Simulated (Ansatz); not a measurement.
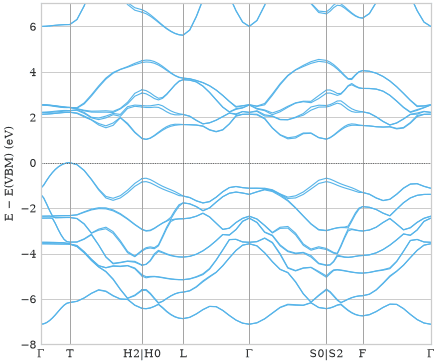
Figure: Band structure from the program Ansatz at the r²SCAN+D4 with spin–orbit coupling level (PAW)

The gap is 1.02 eV; an edge lies off the plotted path or next to a special point (maximum at T, minimum off the standard path).

The material is MoS2 in space group R3m (No. 160; Mo on 3a, S on 3a, S on 3a).

Symmetry was held in the r²SCAN+D4 relaxation. No spin polarisation was allowed.

Potentials: the later of the program's two PAW sets.
